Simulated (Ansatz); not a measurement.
# Al2NH (quintet): one geometry, many settings

What do other methods and options give for Al2NH (quintet) at this geometry, and how long do they take?

The runs use Ansatz 0.2.0, Gaussian basis; the settings change from run to run.

32 further runs of the same task are left out: 23 that didn't finish, 9 set aside as unsound or not needed.

**1. The system**

The geometry is a PBE0/def2-TZVP stationary point (not a proven minimum) of the parent state, kept for this charge and spin.

4 atoms, charge 0, spin multiplicity 5.

Atoms are counted from 1 here; the program's logs count them from 0.

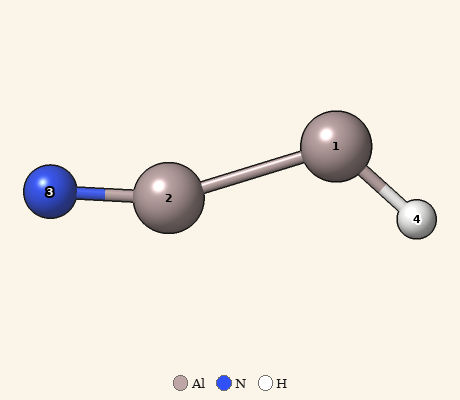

The geometry (aluminium light grey, nitrogen blue, hydrogen white); atoms are numbered from 1 in the order of the file.

**2. CASSCF(4,6)/6-31G**

in.yaml reads:

```yaml
crystal:
  periodic: [false, false, false]
  atoms:
    - {symbol: Al, position_ang: [0.000000, -0.162621, 1.857018]}
    - {symbol: Al, position_ang: [0.000000, 0.205260, -0.708096]}
    - {symbol: N, position_ang: [0.000000, -0.160437, -2.419003]}
    - {symbol: H, position_ang: [0.000000, 1.088104, 2.859862]}
basis:
  gaussian: {orbitals: 6-31G}
magnetization: {spin_polarized: false, initial_magnetization: 4}
correlation: {active_space: {window: {electrons: 4, orbitals: 6}}}
scf: {lower_state_search: light}
output: {forces: true}
```

Started as:

```bash
$ ansatz run in.yaml --threads 1 --pin off --events-out ev --progress --plain --max-ram 2393MiB
```

Output, cut to the lines that bear on the results:

```text
Functional definition: HF
  name "HF"
  cite "Fock, Z. Phys. 61, 126 (1930) doi:10.1007/BF01340294"
  parent pbe
[...]
440 factors; integrals over basis functions are off by at most 1.5e-4 eV
[...]
mean field -14657.27990709 eV, -538.6451015244 hartree, gradient 2.1e-6 eV, S^2 6.000000; 19 other end points of the search recorded, 0 dependent functions left out
reference -14657.27990709 eV, -538.6451015244 hartree; 19, 15 occupied and 18, 22 virtual orbitals, 440 factors
state -14657.42108728 eV, -538.6502898006 hartree
[...]
Total energy: -14657.42108728 eV, -538.6502898006 hartree
Atom 0 at     0.000000    -0.162621     1.857018 Å, force    -0.000000     0.100702    -0.572267 eV/Å
Atom 1 at     0.000000     0.205260    -0.708096 Å, force     0.000000     0.896878     5.742041 eV/Å
Atom 2 at     0.000000    -0.160437    -2.419003 Å, force    -0.000000    -1.021830    -5.163359 eV/Å
Atom 3 at     0.000000     1.088104     2.859862 Å, force     0.000000     0.024249    -0.006415 eV/Å
Dipole moment:     0.000000     0.076187    -0.106954 e Å
```

Wall time 22 s (1 thread of Intel Xeon at 2.50GHz, shared host).

From the report: 15 determinants; active occupations 1.00, 1.00, 1.00, 1.00, 0.00, 0.00.

**3. BCCD(T)/6-31G**

Changes to in.yaml since step 2:

```diff
@@ -9,5 +9,4 @@
   gaussian: {orbitals: 6-31G}
-magnetization: {spin_polarized: false, initial_magnetization: 4}
-correlation: {active_space: {window: {electrons: 4, orbitals: 6}}}
-scf: {lower_state_search: light}
-output: {forces: true}
+magnetization: {spin_polarized: true, initial_magnetization: 4}
+hamiltonian: {xc: {name: B3LYP}}
+correlation: {method: bccd_t, electrons: valence, diis_vectors: 12}
```

The command is unchanged.

Output, cut to the lines that bear on the results:

```text
Functional definition: B3LYP
  name "B3LYP"
  cite "Stephens, Devlin, Chabalowski & Frisch, J. Phys. Chem. 98, 11623 (1994) doi:10.1021/j100096a001"
  cite "Becke, Phys. Rev. A 38, 3098 (1988) doi:10.1103/PhysRevA.38.3098"
  cite "Lee, Yang & Parr, Phys. Rev. B 37, 785 (1988) doi:10.1103/PhysRevB.37.785"
  cite "Vosko, Wilk & Nusair, Can. J. Phys. 58, 1200 (1980) doi:10.1139/p80-159"
[...]
440 factors; integrals over basis functions are off by at most 1.5e-4 eV
[...]
mean field -14693.32849005 eV, -539.9698625136 hartree, gradient 3.3e-6 eV, S^2 6.015048; 4 other end points of the search recorded, 0 dependent functions left out
11 core orbitals not correlated: weight in the atoms' cores, before any rotation towards them, 1.000 or more for the frozen orbitals, at most 0.000 for the correlated occupied ones
reference -14656.93709010 eV, -538.6325032325 hartree; 8, 4 occupied and 18, 22 virtual orbitals, 440 factors
second order -3.13899988 eV of doubles, -0.29821753 eV of singles
cycle   1  -3.74647721 eV  change   -3.1e-1 eV  update   8.4e-2
[...]
cycle  18  -4.01738116 eV  change    5.7e-6 eV  update   1.4e-5
perturbative correction -0.10975366 eV, -0.0040333726 hartree
Total energy: -14661.06422492 eV, -538.7841726395 hartree
```

Run time: 11 s. Hardware: 1 thread of Intel Xeon at 2.50GHz, shared host.

From the report: ⟨S²⟩ of the determinant 6.015 (pure quintet: 6.00); correlation -4.1271 eV; largest double amplitude 0.08.

**4. MP2 on UHF/6-31G***

Changes to in.yaml since step 3:

```diff
@@ -8,5 +8,4 @@
 basis:
-  gaussian: {orbitals: 6-31G}
+  gaussian: {orbitals: "6-31G*"}
 magnetization: {spin_polarized: true, initial_magnetization: 4}
-hamiltonian: {xc: {name: B3LYP}}
-correlation: {method: bccd_t, electrons: valence, diis_vectors: 12}
+correlation: {method: mp2, electrons: valence}
```

Launched as before.

Output, cut to the lines that bear on the results:

```text
Functional definition: HF
  name "HF"
  cite "Fock, Z. Phys. 61, 126 (1930) doi:10.1007/BF01340294"
  parent pbe
[...]
497 factors; integrals over basis functions are off by at most 9.0e-4 eV
[...]
mean field -14658.87031475 eV, -538.7035479279 hartree, gradient 8.7e-6 eV, S^2 6.079990; 9 other end points of the search recorded, 0 dependent functions left out
11 core orbitals not correlated: weight in the atoms' cores, before any rotation towards them, 1.000 or more for the frozen orbitals, at most 0.000 for the correlated occupied ones
reference -14658.87031475 eV, -538.7035479279 hartree; 8, 4 occupied and 36, 40 virtual orbitals, 497 factors
second order -4.67775992 eV of doubles, -0.00000000 eV of singles
Total energy: -14663.54807467 eV, -538.8754524343 hartree
```

It took 7 s on 1 thread of Intel Xeon at 2.50GHz, shared host.

From the report: ⟨S²⟩ of the determinant 6.080 (pure quintet: 6.00).

**5. BCCD(T) on ROHF/cc-pVDZ**

Changes to in.yaml since step 4:

```diff
@@ -8,4 +8,5 @@
 basis:
-  gaussian: {orbitals: "6-31G*"}
-magnetization: {spin_polarized: true, initial_magnetization: 4}
-correlation: {method: mp2, electrons: valence}
+  gaussian: {orbitals: cc-pVDZ}
+magnetization: {spin_polarized: false, initial_magnetization: 4}
+correlation: {method: bccd_t, electrons: outside_noble_gas}
+scf: {lower_state_search: off}
```

Launched as before.

Output, cut to the lines that bear on the results:

```text
Functional definition: HF
  name "HF"
  cite "Fock, Z. Phys. 61, 126 (1930) doi:10.1007/BF01340294"
  parent pbe
[...]
542 factors; integrals over basis functions are off by at most 1.1e-3 eV
[...]
mean field -14659.48307173 eV, -538.7260663315 hartree, gradient 3.6e-6 eV, S^2 6.000000; 0 other end points of the search recorded, 0 dependent functions left out
11 core orbitals not correlated: weight in the atoms' cores, before any rotation towards them, 1.000 or more for the frozen orbitals, at most 0.000 for the correlated occupied ones
reference -14659.48307173 eV, -538.7260663315 hartree; 8, 4 occupied and 36, 40 virtual orbitals, 542 factors
second order -5.08538324 eV of doubles, -0.13243475 eV of singles
cycle   1  -6.04102425 eV  change   -8.2e-1 eV  update   8.6e-2
[...]
cycle  19  -6.35847654 eV  change   -4.2e-6 eV  update   8.5e-6
perturbative correction -0.19865103 eV, -0.0073002907 hartree
Total energy: -14666.04019930 eV, -538.9670363253 hartree
Checks for a lower state left out: stability, starts, cluster_reference, orbital_swaps, neighbouring_geometries, increment
```

Wall time 7 s (1 thread of Intel Xeon at 2.50GHz, shared host).

From the report: correlation -6.5571 eV; largest double amplitude 0.07.

**6. CCSD on ROHF/STO-3G**

Changes to in.yaml since step 5:

```diff
@@ -8,5 +8,7 @@
 basis:
-  gaussian: {orbitals: cc-pVDZ}
+  gaussian: {orbitals: STO-3G, point_charges: [{charge: -0.50, position_ang: [3.511, 0.227, 0.763]}]}
 magnetization: {spin_polarized: false, initial_magnetization: 4}
-correlation: {method: bccd_t, electrons: outside_noble_gas}
-scf: {lower_state_search: off}
+hamiltonian: {pseudopotentials: {relativity: scalar}}
+correlation: {method: ccsd, electrons: outside_noble_gas}
+accuracy: high
+output: {forces: true}
```

Same command.

Output, cut to the lines that bear on the results:

```text
Functional definition: HF
  name "HF"
  cite "Fock, Z. Phys. 61, 126 (1930) doi:10.1007/BF01340294"
  parent pbe
[...]
411 factors; integrals over basis functions are off by at most 1.2e-8 eV
[...]
mean field -14497.99735973 eV, -532.7915758744 hartree, gradient 2.0e-8 eV, S^2 6.000000; 14 other end points of the search recorded, 0 dependent functions left out
[...]
determinant -14497.99735973 eV, -532.7915758744 hartree, with singles and doubles -14500.44933674 eV, -532.8816843674 hartree
determinant -14497.98115086 eV, -532.7909802096 hartree, with singles and doubles -14500.19459849 eV, -532.8723229096 hartree
determinant -14497.89973309 eV, -532.7879881618 hartree, with singles and doubles -14500.41893905 eV, -532.8805672732 hartree
determinant -14496.76969722 eV, -532.7464601096 hartree, with singles and doubles -14499.22388469 eV, -532.8366498356 hartree
[...]
11 core orbitals not correlated: weight in the atoms' cores, before any rotation towards them, 0.999 or more for the frozen orbitals, at most 0.000 for the correlated occupied ones
reference -14497.99735973 eV, -532.7915758744 hartree; 8, 4 occupied and 5, 9 virtual orbitals, 411 factors
second order -1.37614928 eV of doubles, -0.07279777 eV of singles
cycle   1  -2.46258827 eV  change   -4.2e-7 eV  update   5.1e-6
[...]
cycle  28  -2.46258575 eV  change  -6.2e-10 eV  update  4.4e-10
[...]
Total energy: -14500.45994547 eV, -532.8820742314 hartree
Relativity: scalar
Atom 0 at     0.000000    -0.162621     1.857018 Å, force     0.050713     1.174020    -2.041936 eV/Å
Atom 1 at     0.000000     0.205260    -0.708096 Å, force     0.017258     0.954071     8.182001 eV/Å
Atom 2 at     0.000000    -0.160437    -2.419003 Å, force     0.039165    -1.232890    -5.281566 eV/Å
Atom 3 at     0.000000     1.088104     2.859862 Å, force    -0.029518    -0.877904    -0.813946 eV/Å
Dipole moment:     0.078346    -0.123412     0.040030 e Å
```

Wall time 25 s (1 thread of Intel Xeon at 2.50GHz, shared host).

From the report: correlation -2.4626 eV; T1 0.074; largest double amplitude 0.16.

**7. MP2 on UHF/cc-pVDZ**

in.yaml reads:

```yaml
crystal:
  periodic: [false, false, false]
  atoms:
    - {symbol: Al, position_ang: [0.000000, -0.162621, 1.857018]}
    - {symbol: Al, position_ang: [0.000000, 0.205260, -0.708096]}
    - {symbol: N, position_ang: [0.000000, -0.160437, -2.419003]}
    - {symbol: H, position_ang: [0.000000, 1.088104, 2.859862]}
basis:
  gaussian: {orbitals: cc-pVDZ}
magnetization: {spin_polarized: true, initial_magnetization: 4}
correlation: {method: mp2, electrons: valence}
output: {forces: true}
```

Same command.

Output, cut to the lines that bear on the results:

```text
Functional definition: HF
  name "HF"
  cite "Fock, Z. Phys. 61, 126 (1930) doi:10.1007/BF01340294"
  parent pbe
[...]
542 factors; integrals over basis functions are off by at most 1.1e-3 eV
[...]
mean field -14659.76769111 eV, -538.7365259010 hartree, gradient 3.7e-6 eV, S^2 6.077111; 8 other end points of the search recorded, 0 dependent functions left out
11 core orbitals not correlated: weight in the atoms' cores, before any rotation towards them, 1.000 or more for the frozen orbitals, at most 0.000 for the correlated occupied ones
reference -14659.76769111 eV, -538.7365259010 hartree; 8, 4 occupied and 36, 40 virtual orbitals, 542 factors
second order -4.92992523 eV of doubles, -0.00000000 eV of singles
[...]
Total energy: -14664.69761635 eV, -538.9176973116 hartree
Atom 0 at     0.000000    -0.162621     1.857018 Å, force    -0.000000     0.312136    -0.754757 eV/Å
Atom 1 at     0.000000     0.205260    -0.708096 Å, force    -0.000000     0.655008     4.902834 eV/Å
Atom 2 at     0.000000    -0.160437    -2.419003 Å, force     0.000000    -0.834896    -4.118153 eV/Å
Atom 3 at     0.000000     1.088104     2.859862 Å, force    -0.000000    -0.132248    -0.029924 eV/Å
Dipole moment:     0.000000     0.034690    -0.171826 e Å
```

Run time: 8.5 s. Hardware: 1 thread of Intel Xeon at 2.50GHz, shared host.

From the report: ⟨S²⟩ of the determinant 6.077 (pure quintet: 6.00).

**8. MP2 on ROHF/cc-pVDZ**

Changes to in.yaml since step 7:

```diff
@@ -9,3 +9,3 @@
   gaussian: {orbitals: cc-pVDZ}
-magnetization: {spin_polarized: true, initial_magnetization: 4}
+magnetization: {spin_polarized: false, initial_magnetization: 4}
 correlation: {method: mp2, electrons: valence}
```

Launched as before.

Output, cut to the lines that bear on the results:

```text
Functional definition: HF
  name "HF"
  cite "Fock, Z. Phys. 61, 126 (1930) doi:10.1007/BF01340294"
  parent pbe
[...]
542 factors; integrals over basis functions are off by at most 1.1e-3 eV
[...]
mean field -14659.48307173 eV, -538.7260663315 hartree, gradient 3.6e-6 eV, S^2 6.000000; 16 other end points of the search recorded, 0 dependent functions left out
[...]
11 core orbitals not correlated: weight in the atoms' cores, before any rotation towards them, 1.000 or more for the frozen orbitals, at most 0.000 for the correlated occupied ones
reference -14659.48307173 eV, -538.7260663315 hartree; 8, 4 occupied and 36, 40 virtual orbitals, 542 factors
second order -5.08538324 eV of doubles, -0.13243475 eV of singles
[...]
Total energy: -14664.70088972 eV, -538.9178176059 hartree
Atom 0 at     0.000000    -0.162621     1.857018 Å, force    -0.000000     0.319540    -0.801424 eV/Å
Atom 1 at     0.000000     0.205260    -0.708096 Å, force    -0.000000     0.654018     4.961534 eV/Å
Atom 2 at     0.000000    -0.160437    -2.419003 Å, force     0.000000    -0.841731    -4.138692 eV/Å
Atom 3 at     0.000000     1.088104     2.859862 Å, force    -0.000000    -0.131826    -0.021417 eV/Å
Dipole moment:     0.000000     0.028408    -0.147193 e Å
```

Wall time 21 s (1 thread of Intel Xeon at 2.50GHz, shared host).

**9. BCCD(T) on UHF/6-31G***

Changes to in.yaml since step 8:

```diff
@@ -8,5 +8,6 @@
 basis:
-  gaussian: {orbitals: cc-pVDZ}
-magnetization: {spin_polarized: false, initial_magnetization: 4}
-correlation: {method: mp2, electrons: valence}
-output: {forces: true}
+  gaussian: {orbitals: "6-31G*"}
+magnetization: {spin_polarized: true, initial_magnetization: 4}
+correlation: {method: bccd_t, electrons: outside_noble_gas}
+accuracy: high
+scf: {lower_state_search: full}
```

The command is unchanged.

Output, cut to the lines that bear on the results:

```text
Functional definition: HF
  name "HF"
  cite "Fock, Z. Phys. 61, 126 (1930) doi:10.1007/BF01340294"
  parent pbe
[...]
1016 factors; integrals over basis functions are off by at most 3.7e-9 eV
[...]
mean field -14658.87037847 eV, -538.7035502694 hartree, gradient 2.6e-8 eV, S^2 6.079990; 21 other end points of the search recorded, 0 dependent functions left out
determinant -14658.87037847 eV, -538.7035502694 hartree, with singles and doubles -14664.64285519 eV, -538.9156848764 hartree
determinant -14657.95390212 eV, -538.6698703848 hartree, with singles and doubles -14663.96421379 eV, -538.8907452648 hartree
determinant -14657.92093099 eV, -538.6686587181 hartree, with singles and doubles -14663.49009074 eV, -538.8733215641 hartree
determinant -14657.90085361 eV, -538.6679208881 hartree, with singles and doubles -14663.88643589 eV, -538.8878869799 hartree
[...]
determinant -14656.13038546 eV, -538.6028573836 hartree, with singles and doubles -14662.17437616 eV, -538.8249699452 hartree
determinant -14655.68657354 eV, -538.5865475966 hartree, with singles and doubles -14661.77697364 eV, -538.8103656717 hartree
determinant -14655.59190069 eV, -538.5830684333 hartree, with singles and doubles -14661.81764174 eV, -538.8118601970 hartree
11 core orbitals not correlated: weight in the atoms' cores, before any rotation towards them, 1.000 or more for the frozen orbitals, at most 0.000 for the correlated occupied ones
reference -14658.87037847 eV, -538.7035502694 hartree; 8, 4 occupied and 36, 40 virtual orbitals, 1016 factors
second order -4.67778822 eV of doubles, -0.00000000 eV of singles
cycle   1  -5.76341576 eV  change    9.1e-3 eV  update   8.9e-3
[...]
cycle  36  -5.75996311 eV  change  -1.2e-10 eV  update  8.3e-10
perturbative correction -0.18956928 eV, -0.0069665427 hartree
Total energy: -14664.81991086 eV, -538.9221915523 hartree
```

Run time: 66 s. Hardware: 1 thread of Intel Xeon at 2.50GHz, shared host; peak memory 0.25 GiB.

From the report: ⟨S²⟩ of the determinant 6.080 (pure quintet: 6.00); correlation -5.9495 eV; largest double amplitude 0.07.

**10. HF/def2-SVP**

in.yaml reads:

```yaml
crystal:
  periodic: [false, false, false]
  atoms:
    - {symbol: Al, position_ang: [0.000000, -0.162621, 1.857018]}
    - {symbol: Al, position_ang: [0.000000, 0.205260, -0.708096]}
    - {symbol: N, position_ang: [0.000000, -0.160437, -2.419003]}
    - {symbol: H, position_ang: [0.000000, 1.088104, 2.859862]}
basis:
  gaussian: {orbitals: def2-SVP, point_charges: [{charge: -0.50, position_ang: [2.676, 0.693, 0.559]}]}
magnetization: {spin_polarized: false, initial_magnetization: 4}
hamiltonian: {xc: hf}
output: {orbitals: {seedname: orbitals}}
```

Same command.

Output, cut to the lines that bear on the results:

```text
Functional definition: HF
  name "HF"
  cite "Fock, Z. Phys. 61, 126 (1930) doi:10.1007/BF01340294"
  parent pbe
[...]
509 factors; integrals over basis functions are off by at most 9.0e-4 eV
[...]
mean field -14653.95356387 eV, -538.5228606656 hartree, gradient 2.3e-5 eV, S^2 6.000000; 3 other end points of the search recorded, 0 dependent functions left out
reference -14653.95356387 eV, -538.5228606656 hartree; 19, 15 occupied and 36, 40 virtual orbitals, 509 factors
Total energy: -14653.95356387 eV, -538.5228606656 hartree
```

It took 9 s on 1 thread of Intel Xeon at 2.50GHz, shared host.

**11. All runs side by side**

Where basis and cores are those of an earlier UCCSDT(Q)/cc-pVDZ run (-14666.1119 eV), and the state is the same kind, the miss against it is given.

```tsv
level	correlated	functions	energy (eV)	from UCCSDT(Q) (meV)	time
CASSCF(4,6)/6-31G		37	-14657.4211		22 s
BCCD(T)/6-31G (on B3LYP orbitals)	valence	37	-14661.0642		11 s
MP2 on UHF/6-31G*	valence	55	-14663.5481		7 s
BCCD(T) on ROHF/cc-pVDZ	outside noble gas	55	-14666.0402	71.7	7 s
CCSD on ROHF/STO-3G (beside a point charge, relativity set)	outside noble gas	24	-14500.4599		25 s
MP2 on UHF/cc-pVDZ	valence	55	-14664.6976	1414.3	8.5 s
MP2 on ROHF/cc-pVDZ	valence	55	-14664.7009	1411.0	21 s
BCCD(T) on UHF/6-31G*	outside noble gas	55	-14664.8199		66 s
HF/def2-SVP (beside a point charge)		55	-14653.9536		9 s
```

**12. What came out**

| quantity | value |
| --- | --- |
| runs | 9 |
| quickest | MP2 on UHF/6-31G*, 7 s |
| slowest | BCCD(T) on UHF/6-31G*, 66 s |

In words: Total energies in different bases, with other cores or another treatment of relativity can't be set against each other. BCCD(T) on UHF/6-31G* took 9 times as long as MP2 on UHF/6-31G*; the jobs differ in more than the method. Among the correlated runs with a miss given, it spans +72 to +1414 meV.
